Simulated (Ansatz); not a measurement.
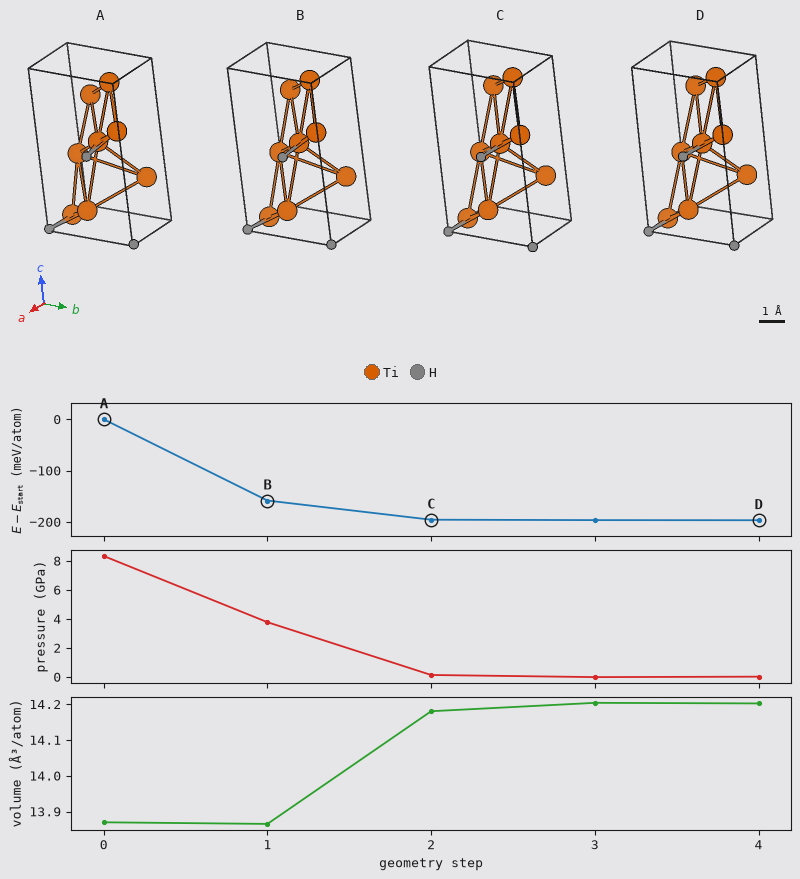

Frames of a relaxation of solid Ti4H (a generated structure, set up in P1) (coarse preliminary run), marked on the history of the run. Style: ball-and-stick. Shown: the cell of the calculation, slightly off an axis.

Computed with Ansatz, DFT PBE, scalar-relativistic, plane waves, PAW.

Input
```yaml
crystal:
  lattice:
    - [-0.0289004074, 4.1406453615, 0.0100686508]
    - [2.1023794625, 2.0457919438, -4.0161789129]
    - [-6.2566536227, 2.1035927586, -3.9620999443]
  atoms:
    - { symbol: Ti, position: [0.3001521143, 0.6045034207, 0.8605005938] }
    - { symbol: Ti, position: [0.3132726473, 0.1245801467, 0.378968437] }
    - { symbol: Ti, position: [0.7078407654, 0.8319727533, 0.6453682595] }
    - { symbol: Ti, position: [0.7373056692, 0.3692164606, 0.1173727941] }
    - { symbol: Ti, position: [0.4306506674, 0.0271560098, 0.0118674369] }
    - { symbol: Ti, position: [0.5293311417, 0.4965222995, 0.5217528178] }
    - { symbol: Ti, position: [0.0536787851, 0.2318268627, 0.7107309297] }
    - { symbol: Ti, position: [0.0163869846, 0.7717096283, 0.2479883924] }
    - { symbol: H, position: [-0.0151173235, 1.0070187041, 1.0094252555] }
    - { symbol: H, position: [-0.0735014516, 0.5354937142, 0.4960250832] }
basis:
  ecutwfc: 420
kpoints:
  mp_grid: { grid: [6, 6, 6] }
hamiltonian:
  xc: pbe
scf:
  occupations: { method: gaussian, width: 0.2 }
  lower_state_search: "off"
output:
  forces: true
  stress: true
  eigenvalues: true
relax:
  adjacent_minimum: "off"
  f_tol: 0.025
  max_steps: 60
  cell: { stress_tol: 0.25 }
```

Run as
```bash
ansatz run input.yaml --threads 1 --pin off --max-ram 2560MiB --backend cpu --events-out ev --progress --plain --runs-dir out
```

### Describe the path.

The run was cut off at its time limit before the program reported convergence, but its last step already meets the force threshold: the largest component is 0.0038 eV/Å against 0.025 eV/Å. The pressure is within 0.02 GPa of its target. The largest move relative to the cell is that of Ti7, 0.33 Å along [−3 1 2]. Largest moves by element: Ti 0.33 Å, H 0.29 Å. The volume changes by +2.4 %, with a 4.141 → 4.155 Å (+0.3 %), b 4.973 → 5.046 Å (+1.5 %), c 7.699 → 7.762 Å (+0.8 %), α 79.4° → 78.1°, β 73.9° → 74.5°, γ 66.0° → 65.7°. Among the contacts that change: Ti2–Ti3 3.409 → 2.943 Å, Ti1–Ti3 2.486 → 2.943 Å, Ti3–Ti6 2.493 → 2.925 Å, Ti1–Ti5 3.341 → 2.925 Å. Bond angles that change, for instance: Ti7–H10–Ti8 157.6° → 180.0°, Ti2–H10–Ti3 160.5° → 180.0°, Ti6–H10–Ti8 107.1° → 90.0°. The space group (tolerance 0.01 Å) goes from P1 (No. 1) to Immm (No. 71). After 4 geometry steps the energy has fallen by 197 meV per atom. Largest force component: 3 eV/Å at the start, 0.0038 eV/Å at the end. The pressure goes from 8.33 to 0.02 GPa. The run took 9.4 min on 1 thread of Intel(R) Xeon(R) Processor @ 2.70GHz (shared host), peak memory 0.87 GiB. From step 0 to 1: Ti atoms move most (0.20 Å), energy −158 meV per atom. From step 1 to 2: Ti atoms move most (0.17 Å), volume +2.3 %, energy −37.3 meV per atom. From step 2 to 4: Ti4 moves most (0.02 Å), volume +0.2 %, energy −1.0 meV per atom.
